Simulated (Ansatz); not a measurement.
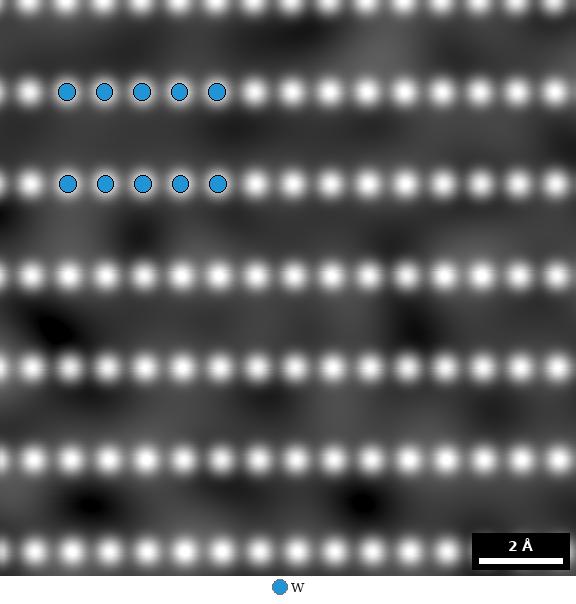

Dark-field STEM-like image of W (Im-3m, No. 229) along [211]. The image is simulated as a sum over atoms of Z^1.8, blurred by a 0.50 Å probe (no channelling). The probe carries 15 % of its weight in a tail 2.5 times as wide. The display is stretched by a gamma of 0.65; percentages refer to the linear signal. A slight drift and the speckle of an amorphous layer were added. Atomic positions: a calculation's starting geometry.

Coloured dots in one corner mark the columns of the model.

Q: Interpret the image.

A: The columns repeat on a rectangular net of 0.91 × 2.23 Å (plane group p2mm). All columns are alike (W). The shortest distance between visible columns is 0.91 Å in projection. Along the beam the structure repeats every 7.74 Å.
